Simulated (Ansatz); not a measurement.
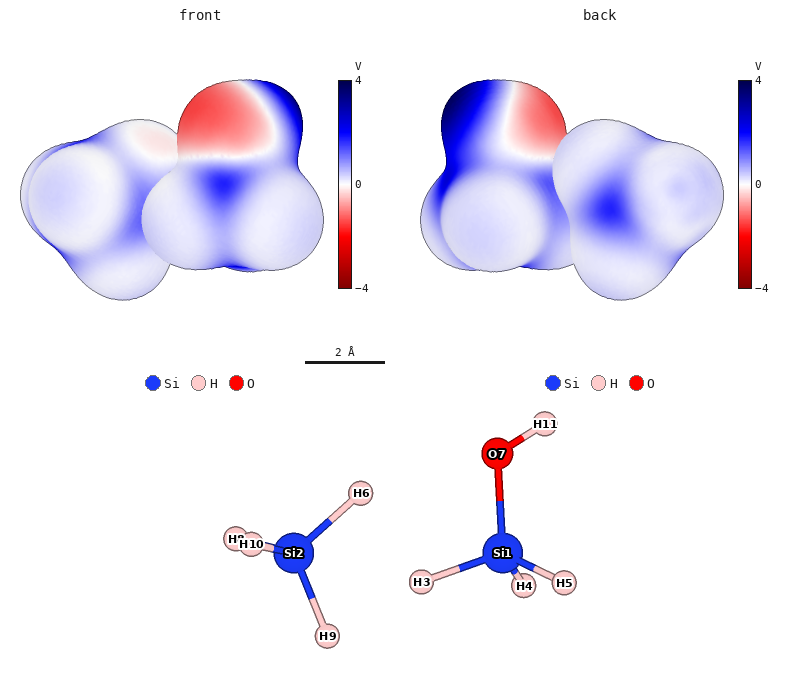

Figure. H4OSi···SiH4. The electrostatic potential painted on the density surface at 0.004 e/bohr³, seen from the front and from behind; red is negative and blue positive. The bare structure is drawn below in the same view.

The product side of a reaction path; geometry: PBE0-D4/def2-TZVP.

The calculation used RKS PBE0-D4/def2-TZVPP in Ansatz 0.2.0.

| atom | x (Å) | y (Å) | z (Å) |
| --- | --- | --- | --- |
| Si | -1.2773 | 0.7492 | -1.0242 |
| Si | 1.4020 | -1.3394 | 1.1185 |
| H | -0.3573 | -0.3330 | -1.4450 |
| H | -2.0009 | 0.3426 | 0.2115 |
| H | -2.2870 | 0.9921 | -2.0912 |
| H | 0.9886 | 0.0735 | 1.3109 |
| O | -0.3303 | 2.0733 | -0.7717 |
| H | 2.2122 | -1.7811 | 2.2828 |
| H | 0.1951 | -2.1978 | 1.0072 |
| H | 2.2108 | -1.4586 | -0.1204 |
| H | -0.7560 | 2.8792 | -0.4783 |

Q: Which sites attract a positive test charge, and which a negative one?

A: A positive charge is drawn to the negative regions and a negative charge to the positive ones. The most negative region (about −1.5 V) lies over O7, the most positive (about +3.5 V) over H11. O7 is the likeliest acceptor of a hydrogen bond.
